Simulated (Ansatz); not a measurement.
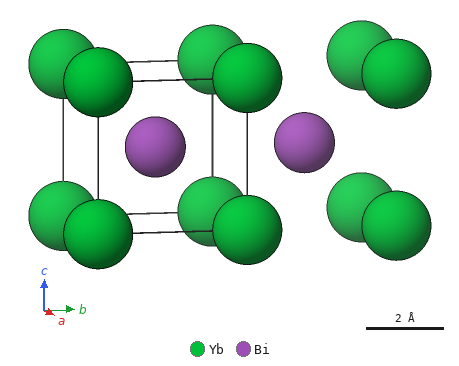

This is solid YbBi (built on the CsCl type). The picture is a spheres-only view of the cell of the calculation, repeated 1 × 2 × 1 with one cell outlined, seen slightly off an axis.

Level of theory: Ansatz 0.2.0, DFT PBE+U, scalar-relativistic, plane waves, PAW. (plane-wave cutoff 420 eV; k-point mesh 8 × 8 × 8; occupations gaussian; smearing width 0.05 eV; U Yb 6.0 eV; collinear spin)

Now this is done to it. The cell is strained by +0.5 % along [0 1 −1], −0.5 % along [0 1 1], none along the third axis (volume 0.0 %), the atoms keeping their fractional coordinates. No relaxation follows.

The input:
```yaml
crystal:
  lattice:
    - [3.9782629517, 0.0, 0.0]
    - [0.0, 3.9782629517, -0.0198913148]
    - [0.0, -0.0198913148, 3.9782629517]
  atoms:
    - { symbol: Yb, position: [0.0, 0.0, 0.0], spin: 0.05 }
    - { symbol: Bi, position: [0.5, 0.5, 0.5] }
basis:
  ecutwfc: 420
  ecutrho_ratio: 4
kpoints:
  mp_grid: { grid: [8, 8, 8] }
hamiltonian:
  xc: pbe
  hubbard:
    sites:
      - { species: Yb, l: f, u_eff: 6.0, starting_ns: start.occupation_matrices }
    ns_hold: { iters: 6 }
scf:
  occupations: { method: gaussian, width: 0.05 }
  lower_state_search: "off"
output:
  forces: true
  stress: true
  eigenvalues: true
  populations: true
  hubbard: { sites: [{ species: Yb, l: f }] }
magnetization:
  spin_polarized: true
```

Launched with:
```bash
ansatz run input.yaml --threads 2 --pin off --max-ram 2662MiB --backend cpu --events-out ev --progress --plain --runs-dir out
```

Q: What does the calculation give for the changed structure?

A: The energy changes by less than 1 meV per atom. The pressure goes from 0.0 to 0.0 GPa. The principal stresses (compression positive) are 0.1 GPa along [0 1 1] and −0.1 GPa across it. All forces vanish by symmetry. Some distances before and after: Bi–Yb 3.445 → 3.434 to 3.457 Å. The space group (tolerance 0.01 Å) goes from Pm-3m (No. 221) to Cmmm (No. 65).
